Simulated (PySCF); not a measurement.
**[IS2]+: structure of the singlet**

Aim: relax [IS2]+ as a singlet from a bent start, check by its vibrations whether the end is a minimum, and collect its spectrum and constants.

Method: PBE0, basis I def2-TZVP with ECP28, S def2-TZVP, scalar-relativistic core potentials, no spin–orbit coupling, density fitting; program: PySCF 2.14.0.

### 1 Where the work starts

3 atoms, charge 1, spin multiplicity 1.

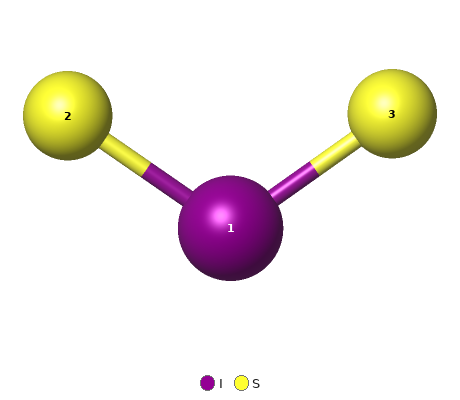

Start geometry, drawn with iodine purple, sulfur yellow; atoms are numbered from 1 in the order of the file.

```xyz
3
charge 1 multiplicity 1
I     0.0000    0.0000   -0.4200
S     1.7902    0.0000    0.8335
S    -1.7902    0.0000    0.8335
```

### 2 Relaxation: bent start, singlet

The steps below are one call of a driver around PySCF. For each, scf.py gives the equivalent set-up of the SCF; relaxations use the driver's own optimiser. Before each start the driver seeks the lowest SCF state from one or more starting densities and follows internal instabilities, so scf.py alone need not reach the same state.

The program finds C2v symmetry in the start, which this walk keeps.

Contents of scf.py:

```python
from pyscf import gto, scf, dft
mol = gto.M(atom='''
I      0.000000     0.000000    -0.419987
S      1.790200    -0.000000     0.833513
S     -1.790200     0.000000     0.833513''',
    basis={'I': 'def2-TZVP', 'S': 'def2-TZVP'},
    ecp={'I': 'def2-TZVP'},
    charge=1, spin=0)
mf = dft.RKS(mol, xc='PBE0')
mf.grids.atom_grid = (50, 194)
aux = {'I': 'def2-universal-JKFIT', 'S': 'def2-universal-JKFIT'}
mf = mf.density_fit(auxbasis=aux)
mf.kernel()
```

Steps of the walk:

| step | energy (Eh) | change (kJ/mol) | largest symmetric gradient (Eh/bohr) |
| --- | --- | --- | --- |
| 0 | -1093.453383 | 0.00 | 0.00915 |
| 1 | -1093.454442 | -2.78 | 0.00199 |
| 2 | -1093.454551 | -3.07 | 0.00032 |
| 3 | -1093.454551 | -3.07 | 0.00002 |

The walk took 6.7 s on 4 threads, shared host.

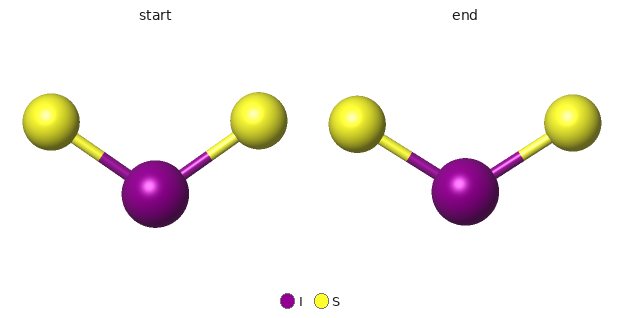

Start and end of the relaxation.

It settles in C2v symmetry, 3.1 kJ/mol below the start, after 3 steps: I–S 2.199 Å (×2); S–I–S 115.3°.

### 3 Is it a minimum? Harmonic modes

On the finer grid the gradient is checked again; gradients at displacements of ±0.01 bohr then give force constants and infrared intensities.

scf.py: that of step 2 with these lines changed.

```diff
@@ -3,3 +3,3 @@
-I      0.000000     0.000000    -0.419987
-S      1.790200    -0.000000     0.833513
-S     -1.790200     0.000000     0.833513''',
+I      0.000000     0.000000    -0.394229
+S      1.858232    -0.000000     0.782392
+S     -1.858232     0.000000     0.782392''',
@@ -10 +10 @@
-mf.grids.atom_grid = (50, 194)
+mf.grids.atom_grid = (75, 302)
```

This SCF starts from the last density.

Log of the central SCF (cycles and frontier levels):

```text
init E= -1093.45454128527
  HOMO = -0.50121339328368  LUMO = -0.405927085898909  gap/eV = 2.59287
cycle= 1 E= -1093.45454128506  delta_E= 2.13e-10  |g|= 2.8e-05  |ddm|= 4.11e-05
  HOMO = -0.50121123145817  LUMO = -0.405927134639327  gap/eV = 2.59281
cycle= 2 E= -1093.45454128215  delta_E= 2.91e-09  |g|= 9.52e-05  |ddm|= 0.000121
  HOMO = -0.501212252745322  LUMO = -0.405927167445029  gap/eV = 2.59284
cycle= 3 E= -1093.45454128499  delta_E= -2.85e-09  |g|= 3.02e-05  |ddm|= 0.00011
  HOMO = -0.501212774026986  LUMO = -0.405927172719672  gap/eV = 2.59285
cycle= 4 E= -1093.45454128531  delta_E= -3.16e-10  |g|= 3.84e-07  |ddm|= 3e-05
  HOMO = -0.501212738661564  LUMO = -0.405927148590948  gap/eV = 2.59285
cycle= 5 E= -1093.45454128531  delta_E= 4.55e-13  |g|= 3.7e-08  |ddm|= 2.86e-07
  HOMO = -0.501212734794215  LUMO = -0.405927146372662  gap/eV = 2.59285
Extra cycle  E= -1093.45454128531  delta_E= -4.32e-12  |g|= 4.53e-08  |ddm|= 7.44e-08
converged SCF energy = -1093.45454128531
```

The whole step took 17 s.

Geometry: C2v; I–S 2.199 Å (×2); S–I–S 115.3°.

Modes, for the most abundant isotopes:

```
symmetry  ω (cm⁻¹)  IR (km/mol)  μ (u)
      a1       162          0.3  37.81
      a1       466          0.3  35.37
      b2       489         10.3  39.86
```

No imaginary mode, so this is a minimum.

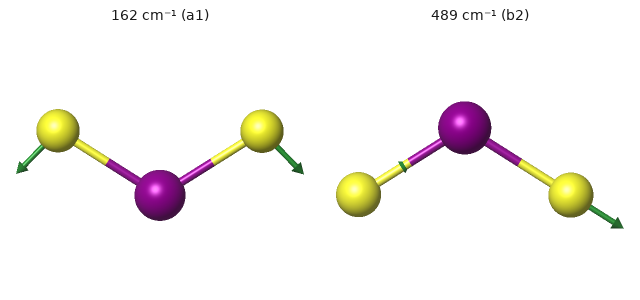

How the atoms move in 2 of the modes.

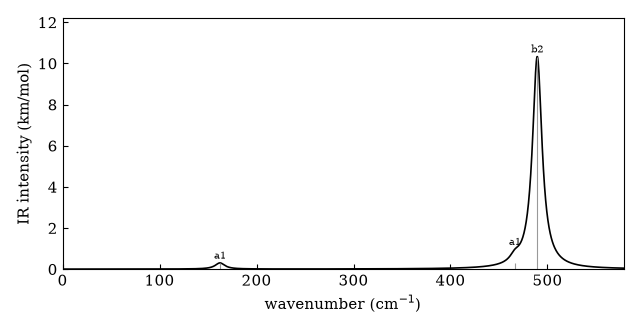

The harmonic infrared spectrum (widths in cm⁻¹). Lines are broadened to a width of 12 cm⁻¹ (Lorentzian).

Properties at this point:

| Quantity | Value |
| --- | --- |
| Dipole moment about the centre of mass | 0.33 D |
| Highest occupied level | -13.64 eV |
| Lowest empty level | -11.05 eV |
| Rotational constants | 0.2864, 0.07635, 0.06028 cm⁻¹ |
| Zero-point energy | 6.7 kJ/mol |
| Principal polarisabilities | 35.7, 49.4, 116.4 bohr³ |
| Principal traceless quadrupole moments about the centre of mass | -4.94, -2.89, 7.83 D Å |
| Entropy at 298.15 K and 1 bar | 296.5 J/(mol K) |
| Heat capacity Cp at 298.15 K | 52.0 J/(mol K) |
| Enthalpy at 298.15 K above 0 K | 12.82 kJ/mol |
| Rotational symmetry number | 2 |

Charges (e) and bond orders:

| atom | Mulliken | Löwdin | polar tensor | Mayer order to I1 |
| --- | --- | --- | --- | --- |
| I1 | 0.89 | 0.73 | 0.89 | – |
| S2,3 | 0.05 | 0.14 | 0.05 | 1.72 |

Mulliken populations on I1 (outside its core potential): s 3.87, p 9.78, d 10.40, f 0.05.

### 4 What came out

| quantity | value |
| --- | --- |
| minimum | singlet, C2v |
| geometry | I–S 2.199 Å (×2); S–I–S 115.3° |
| wavenumbers (cm⁻¹) | 162 (a1), 466 (a1), 489 (b2) |
| dipole moment (centre of mass) | 0.33 D |
| highest occupied, lowest empty level | -13.64, -11.05 eV |
| polar-tensor charge of I1 | +0.89 e |
| zero-point energy | 6.7 kJ/mol |
| entropy at 298.15 K | 296.5 J/(mol K) |

In words: The bent start keeps its C2v symmetry and ends in a minimum. In the infrared the band at 489 cm⁻¹ (b2, stretch) leads. Other starts or spin states, not run here, may lie lower. Spin–orbit coupling is left out.

The search up to here took 25 s.
